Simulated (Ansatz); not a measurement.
# Rh: stress in a strained cell

Rh is deformed so: zz strain of +1 %. What stress and forces result, by LAPW, PAW and all-electron datasets made for the crystal?

Computed with Ansatz 0.2.0 (DFT LDA, scalar-relativistic, unless a step's input says otherwise).

2 further runs of the same task are left out: 2 set aside as unsound or not needed.

## (1) The starting structure

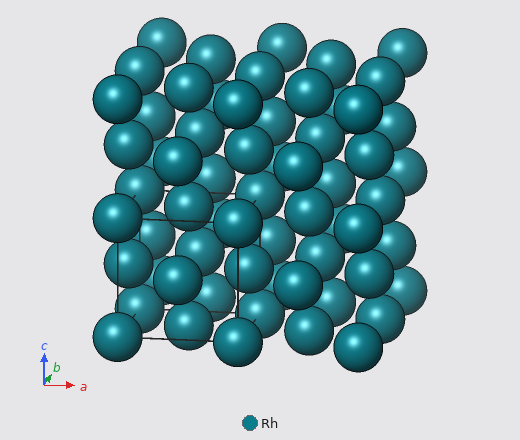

The starting structure, seen slightly off an axis (rhodium blue). 2×2×2 cells are drawn. Atoms on the faces are drawn again on the opposite ones. The cell drawn here is the conventional one.

Coordinates:

```
Rh
1.0
     0.00000    1.90155    1.90155
     1.90155    0.00000    1.90155
     1.90155    1.90155    0.00000
Rh
1
Direct
  0.00000 0.00000 0.00000
```

## (2) The deformed structure

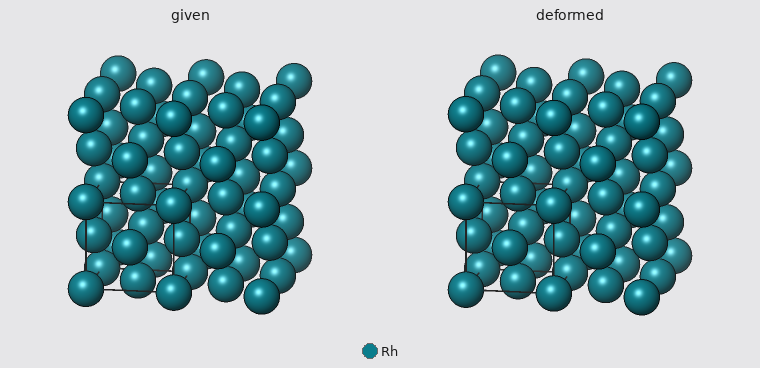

Given and deformed, at one scale.

Space group Fm-3m before, I4/mmm after.

## (3) Full-potential LAPW

File input.yaml:

```yaml
crystal:
  lattice:
    - [0.0, 1.90155, 1.9205655]
    - [1.90155, 0.0, 1.9205655]
    - [1.90155, 1.90155, 0.0]
  atoms:
    - { symbol: Rh, position: [0.0, 0.0, 0.0] }
kpoints:
  mp_grid: { grid: [16, 16, 16] }
  band_path:
    path:
      - [0.0, 0.0, 0.0]
      - [0.0, 0.5, 0.5]
      - [0.25, 0.75, 0.5]
      - [0.0, 0.5, 0.0]
      - [0.0, 0.0, 0.0]
      - [0.5, 0.5, 0.0]
      - [0.3725370062, 0.6274629938, 0.0]
      - [-0.3725370062, 0.3725370062, 0.0]
      - [0.0, 0.0, 0.0]
    npoints: 5
scf:
  occupations: { method: fermi_dirac, width: 0.03 }
hamiltonian:
  xc: lda
  pseudopotentials: { kind: all_electron, lapw: { basis_error: 0.00025 } }
output:
  forces: true
  stress: true
  eigenvalues: true
```

Command:

```sh
ansatz run input.yaml --threads 1 --pin off --max-ram 3072MiB --backend cpu --events-out ev --progress --plain --runs-dir out
```

The log of the run, shortened:

```text
LAPW: plane waves up to 9.124 Å⁻¹, error target 2.5e-4 eV per atom; small_component_spin mean_spin; Rh in spheres of 1.345 Å, 27 of its electrons in bands, Dirac shells []
[...]
Pseudopotentials: kind: all_electron
Pseudopotential: Rh, LAPW, valence charge 27, Koelling and Harmon's equation, gaussian nucleus
Functional definition: SPW92
[...]
Crystal: 1 atoms, lattice volume = 13.889 Å³
Basis set: ecut = 317.190166827986 eV, 169 PW (Γ), exchange–correlation at level 2
Bands: 18, of which v1, the nominal top of the filled ones, is band 14 counted from 1 (13 counted from 0)
Symmetry: 16 space group operations
Space group: I4/mmm (ITA 139), of the structure as read, at distance tolerance 2.4e-5 Å
k-points: 349 of 4096
[...]
SCF iter   1: F=—  HF=-130063.718895 eV  |F-HF|=—  |Δ(HF+E_count)|=         —  Δρ=3.86e-2  dr2=1.03e-1  ethr=3.81e-4  ⟨swp⟩=2.9  Hψ=41243  notcnv=0
[...]
the basis was enlarged: its passes take 805.5 KiB over the memory plan, 1 of 1 planned eigensolver slots
[...]
SCF iter   6: F=-130063.168374 eV  HF=-130063.168374 eV  |F-HF|=1.09e-8  |Δ(HF+E_count)|=   1.16e-7  Δρ=3.91e-6  dr2=1.19e-9  ethr=1.63e-9  ⟨swp⟩=2.2  Hψ=17460  notcnv=0
[...]
NSCF: frozen V_eff on 41 k-points
SCF converged after 6 iterations
Free energy (F): -130063.168374 eV
[...]
E sigma→0 (E₀):  -130063.166087 eV
Entropy (-TS):   -0.004572 eV (-4.572 meV/atom)
Fermi energy:    23.938311 eV
[...]
--- Forces (eV/Å), atoms counted from 1 ---
  atom   1  Rh    -0.00000000     0.00000000    -0.00000000
[...]
--- Stress (GPa, compression-positive) ---
      -12.918557       0.000000       0.000000
        0.000000     -12.918557       0.000000
        0.000000       0.000000     -15.240721
  P = ⅓ Tr σ = -13.6926 GPa (-136.926 kbar)
--- Band table (eV; the first three rows and the last of 349) ---
  k-point 0: bands = ["-273.1370", "-273.1361", "-273.1361", "-273.1066", "-273.1061", "-54.7359", "-22.2747", "-22.2704", "-22.2704", "15.9662", "20.8172", "20.9249", "20.9249", "22.9160", "23.0454", "39.7248", "44.7627", "45.0525"]
[...]
```

Run time: 27 s. Hardware: 1 thread of Intel Xeon Platinum 8488C (Sapphire Rapids), shared host; peak memory 0.6 GiB.

This run gives: pressure -13.69 GPa; no gap.

## (4) Frozen-core PAW

File input.yaml:

```yaml
crystal:
  lattice:
    - [0.0, 1.90155, 1.9205655]
    - [1.90155, 0.0, 1.9205655]
    - [1.90155, 1.90155, 0.0]
  atoms:
    - { symbol: Rh, position: [0.0, 0.0, 0.0] }
kpoints:
  mp_grid: { grid: [16, 16, 16] }
scf:
  occupations: { method: fermi_dirac, width: 0.03 }
hamiltonian:
  xc: lda
  pseudopotentials: { kind: paw }
output:
  forces: true
  stress: true
  eigenvalues: true
  efg: { contact_densities: true }
  write_density: true
  write_potential: true
  elf: true
  volumetric_format: npy
```

Command:

```sh
ansatz run input.yaml --threads 1 --pin off --max-ram 3072MiB --backend cpu --events-out ev --progress --plain --runs-dir out
```

The log of the run, shortened:

```text
Rh: output.efg is read without spin–orbit coupling, which moves field gradients at and beside such atoms by some per cent and up to a factor of two; PAW files take it under magnetization.noncollinear and magnetization.spin_orbit
[...]
Pseudopotentials: kind: paw
Pseudopotential: Rh, paw, valence charge 17, recommended cutoff 420 eV (normal)
Functional definition: SPW92
[...]
Crystal: 1 atoms, lattice volume = 13.889 Å³
Basis set: ecut = 420 eV, 283 PW (Γ)
Bands: 13, of which v1, the nominal top of the filled ones, is band 9 counted from 1 (8 counted from 0)
Symmetry: 16 space group operations
Space group: I4/mmm (ITA 139), of the structure as read, at distance tolerance 2.4e-5 Å
k-points: 349 of 4096
[...]
SCF iter   1: F=—  HF=-6278.621854 eV  |F-HF|=—  |Δ(HF+E_count)|=         —  Δρ=1.06e-2  dr2=9.30e-3  ethr=1.77e-3  ⟨swp⟩=5.1  Hψ=25384  notcnv=0
[...]
SCF converged after 6 iterations
Free energy (F): -6278.619222 eV
[...]
E sigma→0 (E₀):  -6278.616932 eV
Entropy (-TS):   -0.004579 eV (-4.579 meV/atom)
Fermi energy:    21.765394 eV
[...]
--- Forces (eV/Å), atoms counted from 1 ---
  atom   1  Rh     0.00000000     0.00000000    -0.00000000
[...]
--- Stress (GPa, compression-positive) ---
      -12.940407       0.000000       0.000000
        0.000000     -12.940407       0.000000
        0.000000       0.000000     -15.259721
  P = ⅓ Tr σ = -13.7135 GPa (-137.135 kbar)
--- PAW observables at the nuclei: V_zz in 10²¹ V/m², potentials from the cell's mean, atoms counted from 1 ---
  atom   1  Rh V_zz =    +0.096307   η = 0.0000   by run symmetry: allowed
            electrostatic potential = -7029.371768 V   contact ρ = 786616.451317 e/Å³
--- Band table (eV; the first three rows and the last of 349) ---
  k-point 0: bands = ["-56.9231", "-24.4656", "-24.4611", "-24.4611", "13.7942", "18.6456", "18.7532", "18.7532", "20.7419", "20.8712", "37.5753", "42.6039", "42.8937"]
[...]
```

It took 4.3 s on 1 thread of Intel Xeon Platinum 8488C (Sapphire Rapids), shared host; peak memory 0.42 GiB.

Result: pressure -13.71 GPa; no gap; Vzz Rh 0.10 (η = 0.00) (10²¹ V/m²).

The fields are shown in the conventional cell of this run's space group, carried over from its grid by interpolation.

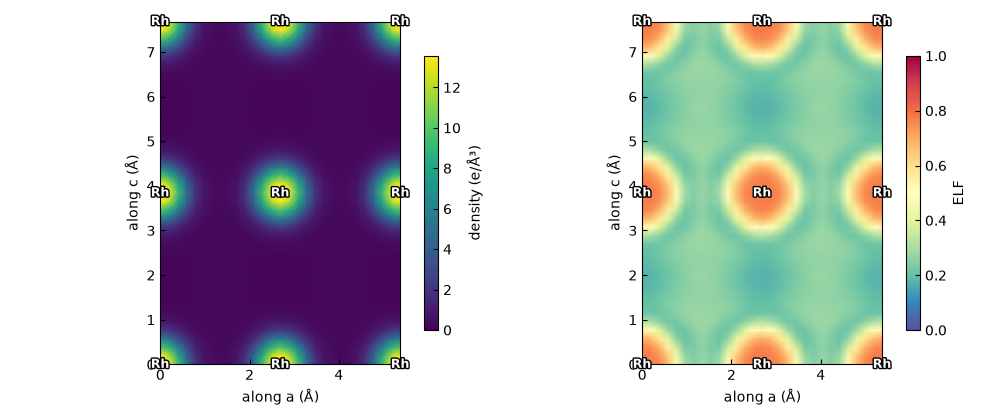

Density (left) and ELF (right) in a lattice plane of the grid's cell (edges 2.69 and 3.84 Å, at 0.000 of the third edge), which holds Rh. Only atoms in the plane are labelled; the density scale stops at 13.56 e/Å³. Both are smooth fields of the valence electrons: close to the nuclei they are not physical.

## (5) All-electron PAW on datasets made for the crystal

input.yaml, as its differences from that of step 4:

```diff
@@ -13,3 +13,3 @@
   xc: lda
-  pseudopotentials: { kind: paw }
+  pseudopotentials: { kind: all_electron, datasets: crystal }
 output:
@@ -19,5 +19 @@
   efg: { contact_densities: true }
-  write_density: true
-  write_potential: true
-  elf: true
-  volumetric_format: npy
```

Command:

```sh
ansatz run input.yaml --threads 1 --pin off --max-ram 3072MiB --backend cpu --events-out ev --progress --plain --runs-dir out
```

The log of the run, shortened:

```text
[...]
Rh: output.efg is read without spin–orbit coupling, which moves field gradients at and beside such atoms by some per cent and up to a factor of two; PAW files take it under magnetization.noncollinear and magnetization.spin_orbit
[...]
Pseudopotentials: kind: all_electron
Pseudopotential: Rh, paw, valence charge 17, recommended cutoff 300 eV (normal), Koelling and Harmon's equation, gaussian nucleus
Functional definition: SPW92
[...]
Crystal: 1 atoms, lattice volume = 13.889 Å³
Basis set: ecut = 300 eV, 169 PW (Γ)
Bands: 9, of which v1, the nominal top of the filled ones, is band 5 counted from 1 (4 counted from 0)
Symmetry: 16 space group operations
Space group: I4/mmm (ITA 139), of the structure as read, at distance tolerance 2.4e-5 Å
k-points: 349 of 4096
[...]
Fermi energy:    23.938424 eV
[...]
  The terms above E_closure are by the made datasets' own strengths, without shells solved beside the bands.
--- Forces (eV/Å), atoms counted from 1 ---
  atom   1  Rh     0.00000000    -0.00000000     0.00000000
[...]
--- Stress (GPa, compression-positive) ---
      -12.918499       0.000000       0.000000
        0.000000     -12.918499       0.000000
        0.000000       0.000000     -15.240807
  P = ⅓ Tr σ = -13.6926 GPa (-136.926 kbar)
  It holds what live shells' own plane waves past their cutoff add
--- PAW observables at the nuclei: V_zz in 10²¹ V/m², potentials from the cell's mean, atoms counted from 1 ---
  atom   1  Rh V_zz =    +0.094011   η = 0.0000   by run symmetry: allowed
            electrostatic potential = -7025.267355 V   contact ρ = 786628.657174 e/Å³
--- Band table (eV; the first three rows and the last of 349) ---
  k-point 0: bands = ["15.9662", "20.8173", "20.9250", "20.9250", "22.9161", "23.0455", "39.7249"]
[...]
```

Run time: 12 s. Hardware: 1 thread of Intel Xeon Platinum 8488C (Sapphire Rapids), shared host; peak memory 0.53 GiB.

Read from it: pressure -13.69 GPa; no gap; Vzz Rh 0.09 (η = 0.00) (10²¹ V/m²).

## (6) Side by side

Stress (GPa, compression positive):

```tsv
method	xx	yy	zz	yz	xz	xy
LAPW, undeformed (earlier run)	-11.20	-11.20	-11.20	0.00	0.00	0.00
LAPW	-12.92	-12.92	-15.24	0.00	0.00	0.00
PAW	-12.94	-12.94	-15.26	0.00	0.00	0.00
crystal datasets	-12.92	-12.92	-15.24	0.00	0.00	0.00
```

| method | pressure (GPa) | Vzz Rh (10²¹ V/m²) | SCF cycles, all passes |
| --- | --- | --- | --- |
| LAPW | -13.69 | – | 6 |
| PAW | -13.71 | 0.10 | 6 |
| crystal datasets | -13.69 | 0.09 | 8 |

## (7) Summary of results

| quantity | value |
| --- | --- |
| pressure | LAPW -13.69, PAW -13.71, crystal datasets -13.69 GPa |
| largest shear or deviatoric stress (LAPW) | 1.55 GPa |

**Reading.** Against the undeformed cell the largest change of stress is -4.04 GPa, in the zz component. PAW: stress within 0.02 GPa of LAPW. Crystal datasets: stress within 0.01 GPa of LAPW.
